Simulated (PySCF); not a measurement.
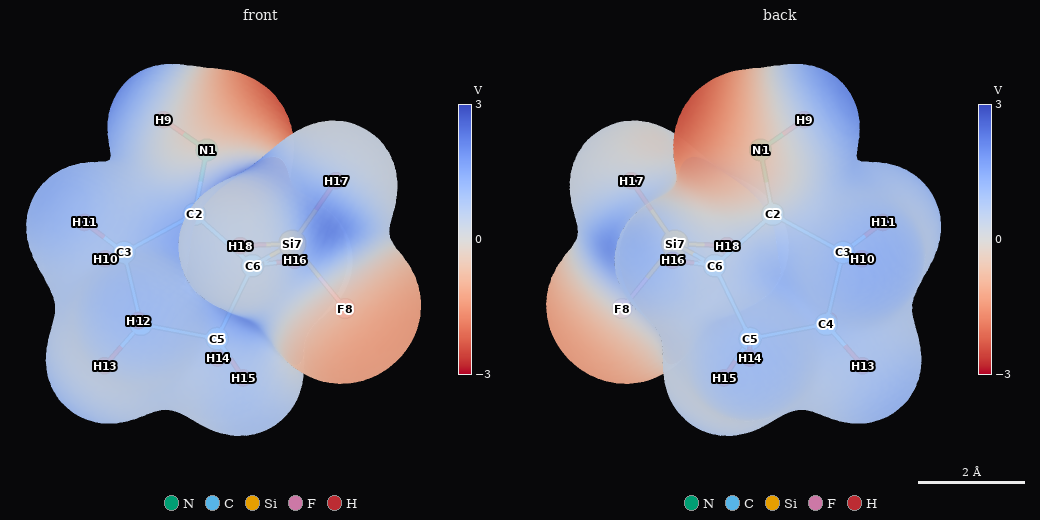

Figure. C₅H₁₀FNSi. The electrostatic potential painted on the density surface at 0.004 e/bohr³, seen from the front and from behind; the colour scale runs from red (negative) to blue (positive).

Geometry: GFN2-xTB.

Level of theory: PBE0/pcSseg-1, SCF density, gas phase, non-relativistic (PySCF 2.14.0).

```xyz
18

N    -1.2021    2.0449    0.0634
C    -0.8356    0.8509   -0.0905
C    -1.6077   -0.4215    0.1758
C    -0.5588   -1.5296    0.1136
C     0.4676   -0.9975   -0.8857
C     0.5321    0.5033   -0.5806
Si    1.8104    0.9692    0.7597
F     3.2150    0.3465    0.2595
H    -2.1496    2.1645    0.4154
H    -2.3490   -0.5441   -0.6195
H    -2.1422   -0.3805    1.1260
H    -0.0926   -1.6557    1.0925
H    -0.9773   -2.4882   -0.1919
H     0.1057   -1.1540   -1.9051
H     1.4342   -1.4911   -0.7912
H     0.7631    1.0900   -1.4725
H     2.0144    2.4011    0.8508
H     1.5635    0.2979    2.0286
```

Question: Where is the surface potential most negative and most positive?

Answer: The most negative region (about −2.2 V) lies over N1, the most positive (about +2.0 V) over Si7. N1 is the likeliest acceptor of a hydrogen bond.

Question: What dipole moment does the calculation give?

Answer: Its dipole moment is 2.91 D.
